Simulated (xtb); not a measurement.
# Frequency calculation, with input and output: C$_{3}$H$_{7}$AlBF (part 1 of 2)

- system: C$_{3}$H$_{7}$AlBF
- method: GFN2-xTB (xtb 6.7.1)

The geometry was optimised with GFN2-xTB.

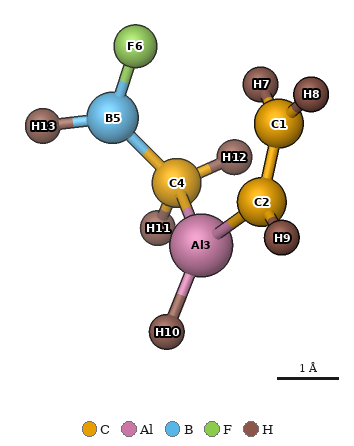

**Figure 1.** The input geometry (ball-and-stick view, seen at a tilt; atoms are numbered from 1 in the order of the input). Sticks mark near contacts. Bond lengths as drawn: Al–C 1.98 to 2.02 Å, Al–H 1.55 Å, B–C 1.54 Å, B–F 1.33 Å, B–H 1.18 Å, C–C 1.34 Å and C–H 1.08 to 1.10 Å.

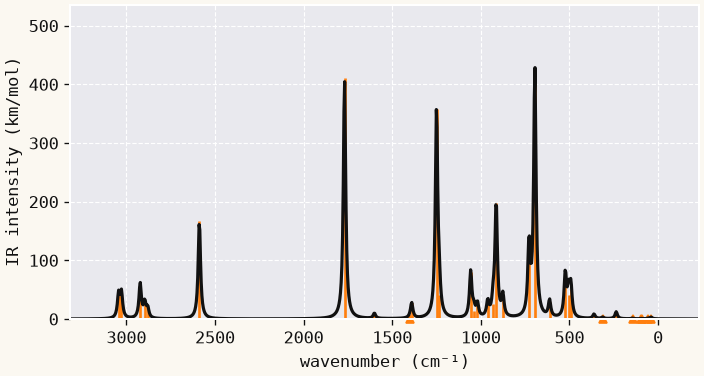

**Figure 2.** Harmonic infrared spectrum, unscaled: sticks (degenerate modes added up, dark ones marked on the axis) with a Lorentzian envelope of 16 cm⁻¹ full width, scaled to the tallest stick. 33 modes from 39 to 3044 cm⁻¹, none imaginary. The strongest line is at 695 cm⁻¹ (428 km/mol).

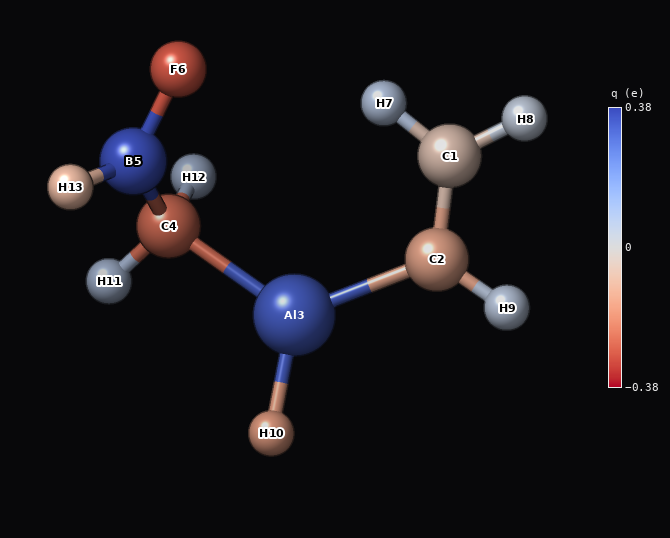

**Figure 3.** Mulliken charges, as the colour of each atom (ball-and-stick view, seen at a tilt; atoms are numbered from 1 in the order of the input). By element: C −0.24 to −0.06, Al +0.33, B +0.36, F −0.29 and H −0.16 to +0.07 e.

The input that produced these results follows, with the program's output.

### The input (mol.xyz)
```
13

C     -1.850109     1.240004    -0.003147
C     -1.177047     1.150526    -1.154497
Al     0.384412    -0.058623    -1.241927
C      0.886240    -1.371888     0.204729
B      1.447067    -0.653448     1.447197
F      0.603229    -0.195230     2.368908
H     -1.556725     0.660270     0.863012
H     -2.709233     1.883790     0.141270
H     -1.526417     1.772222    -1.982488
H      1.347931    -0.024294    -2.454360
H      1.605663    -2.054614    -0.263706
H     -0.038637    -1.922280     0.424270
H      2.583624    -0.426455     1.650761
```

### File detailed.inp
```
$hess
   step=0.01
$end
```

Run as:
```bash
xtb mol.xyz -I detailed.inp --chrg 0 -u 0 --gfn2 --hess > mol.out 2> xtb.err
```

### Output
```
* xtb version 6.7.1
   ID    Z sym.   atoms
    1    6 C      1, 2, 4
    2   13 Al     3
    3    5 B      5
    4    9 F      6
    5    1 H      7-13

           -------------------------------------------------
          |                Calculation Setup                |
           -------------------------------------------------

          program call               : xtb mol.xyz -I detailed.inp --chrg 0 -u 0 --gfn2 --hess
          coordinate file            : mol.xyz
          omp threads                :                     1

           -------------------------------------------------
          |                 G F N 2 - x T B                 |
           -------------------------------------------------

      * Hamiltonian:
        H0-scaling (s, p, d)           1.850000    2.230000    2.230000
        zeta-weighting                 0.500000
      * Dispersion:
        s8                             2.700000
        a1                             0.520000
        a2                             5.000000
        s9                             5.000000
      * Repulsion:
        kExp                           1.500000    1.000000
        rExp                           1.000000
      * Coulomb:
        alpha                          2.000000
        third order                    shell-resolved
        anisotropic                    true
        a3                             3.000000
        a5                             4.000000
        cn-shift                       1.200000
        cn-exp                         4.000000
        max-rad                        5.000000

          ...................................................
          :                      SETUP                      :
          :.................................................:
          :  # basis functions                  37          :
          :  # atomic orbitals                  36          :
          :  # shells                           20          :
          :  # electrons                        32          :
          :  max. iterations                   250          :
          :  Hamiltonian                  GFN2-xTB          :
          :  restarted?                      false          :
          :  GBSA solvation                  false          :
          :  PC potential                    false          :
          :  electronic temp.          300.0000000     K    :
          :  accuracy                    1.0000000          :
          :  -> integral cutoff          0.2500000E+02      :
          :  -> integral neglect         0.1000000E-07      :
          :  -> SCF convergence          0.1000000E-05 Eh   :
          :  -> wf. convergence          0.1000000E-03 e    :
          :  Broyden damping             0.4000000          :
          :  net charge                          0          :
          :  unpaired electrons                  0          :
          ...................................................

 iter      E             dE          RMSdq      gap      omega  full diag
   1    -16.9483335 -0.169483E+02  0.137E+01    3.50       0.0  T
   2    -17.1275943 -0.179261E+00  0.794E+00    3.32       1.0  T
   3    -17.0771575  0.504369E-01  0.579E+00    3.68       1.0  T
   4    -17.1855723 -0.108415E+00  0.224E+00    3.67       1.0  T
   5    -17.2006580 -0.150856E-01  0.943E-01    3.75       1.0  T
   6    -17.2010295 -0.371579E-03  0.664E-01    3.75       1.0  T
   7    -17.2022868 -0.125722E-02  0.280E-01    3.78       1.0  T
   8    -17.2022610  0.257261E-04  0.130E-01    3.76       1.0  T
   9    -17.2023516 -0.905628E-04  0.603E-02    3.77       1.0  T
  10    -17.2023542 -0.254920E-05  0.194E-02    3.77       1.4  T
  11    -17.2023545 -0.395572E-06  0.606E-03    3.77       4.6  T
  12    -17.2023546 -0.330078E-07  0.401E-03    3.77       6.9  T
  13    -17.2023546 -0.586595E-07  0.586E-04    3.77      47.3  T
  14    -17.2023546 -0.603769E-09  0.247E-04    3.77     112.3  T

   *** convergence criteria satisfied after 14 iterations ***

         #    Occupation            Energy/Eh            Energy/eV
      -------------------------------------------------------------
         1        2.0000           -0.7882538             -21.4495
       ...           ...                  ...                  ...
        10        2.0000           -0.4763503             -12.9622
        11        2.0000           -0.4578499             -12.4587
        12        2.0000           -0.4488758             -12.2145
        13        2.0000           -0.4182037             -11.3799
        14        2.0000           -0.4178461             -11.3702
        15        2.0000           -0.3909683             -10.6388
        16        2.0000           -0.3799835             -10.3399 (HOMO)
        17                         -0.2415859              -6.5739 (LUMO)
        18                         -0.2185133              -5.9460
        19                         -0.2096651              -5.7053
        20                         -0.1766443              -4.8067
        21                         -0.1340857              -3.6487
       ...                                ...                  ...
        36                          1.0341340              28.1402
      -------------------------------------------------------------
                  HL-Gap            0.1383976 Eh            3.7660 eV
             Fermi-level           -0.3107847 Eh           -8.4569 eV

 SCC (total)                   0 d,  0 h,  0 min,  0.021 sec
 SCC setup                      ...        0 min,  0.000 sec (  0.879%)
 Dispersion                     ...        0 min,  0.000 sec (  0.706%)
 classical contributions        ...        0 min,  0.000 sec (  0.199%)
 integral evaluation            ...        0 min,  0.003 sec ( 13.601%)
 iterations                     ...        0 min,  0.011 sec ( 54.239%)
 molecular gradient             ...        0 min,  0.006 sec ( 29.230%)
 printout                       ...        0 min,  0.000 sec (  0.970%)

         :::::::::::::::::::::::::::::::::::::::::::::::::::::
         ::                     SUMMARY                     ::
         :::::::::::::::::::::::::::::::::::::::::::::::::::::
         :: total energy             -17.005793080931 Eh    ::
         :: gradient norm              0.000030346413 Eh/a0 ::
         :: HOMO-LUMO gap              3.765991142816 eV    ::
         ::.................................................::
         :: SCC energy               -17.202334678051 Eh    ::
         :: -> isotropic ES            0.061247530202 Eh    ::
         :: -> anisotropic ES          0.003424145952 Eh    ::
         :: -> anisotropic XC         -0.001526712037 Eh    ::
         :: -> dispersion             -0.006954177998 Eh    ::
         :: repulsion energy           0.196541597120 Eh    ::
         :: add. restraining           0.000000000000 Eh    ::
         :: total charge               0.000000000000 e     ::
         :::::::::::::::::::::::::::::::::::::::::::::::::::::

           -------------------------------------------------
          |                Numerical Hessian                |
           -------------------------------------------------
step length          :   0.01000
SCC accuracy         :   0.30000
Hessian scale factor :   1.00000
frozen atoms in %    :   0.00000    0
RMS gradient         :   0.00003
estimated CPU  time      0.02 min

writing file <hessian>.

 projected vibrational frequencies (cm⁻¹)
eigval :       -0.00    -0.00    -0.00     0.00     0.00     0.00
eigval :       38.87    55.20    93.11    95.43   143.88   236.27
eigval :      312.70   361.58   492.04   504.63   523.45   612.25
eigval :      695.18   728.12   875.87   913.58   930.39   960.89
eigval :     1019.53  1039.48  1057.36  1234.94  1250.06  1390.21
eigval :     1400.72  1600.59  1769.19  2588.23  2879.62  2896.35
eigval :     2922.22  3028.00  3043.84
           -------------------------------------------------
          |                Property Printout                |
           -------------------------------------------------

    * Orbital Energies and Occupations
```
